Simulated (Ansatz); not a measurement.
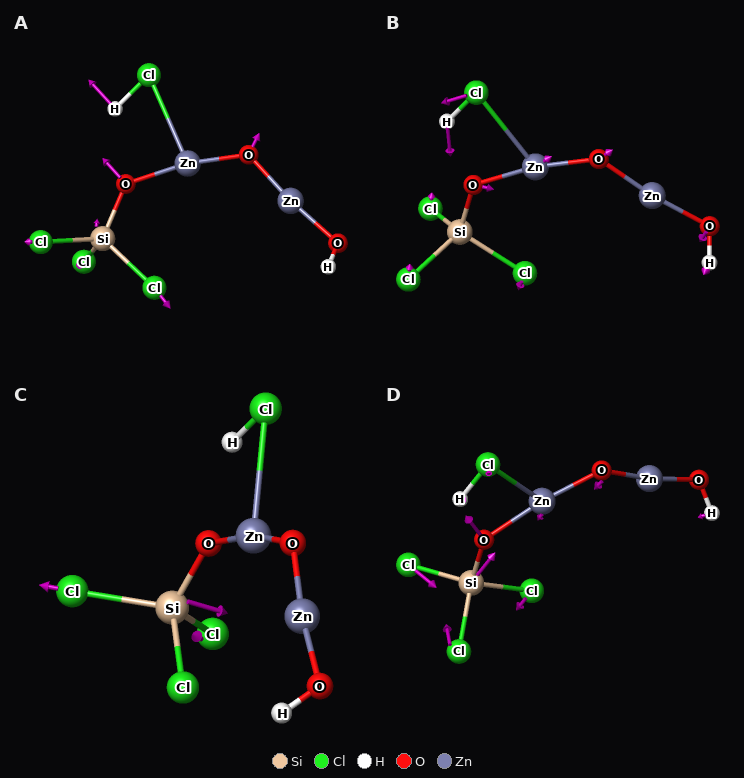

4 normal modes of one molecule or complex, as arrows. Harmonic vibrations computed with RKS PBE0-D4/def2-TZVP (Ansatz 0.2.0) at a stationary point of the same level.

Match the panels to the wavenumbers 45 cm⁻¹, 281 cm⁻¹, 439 cm⁻¹, 615 cm⁻¹.

Answer. A: 439 cm⁻¹
B: 45 cm⁻¹
C: 615 cm⁻¹
D: 281 cm⁻¹
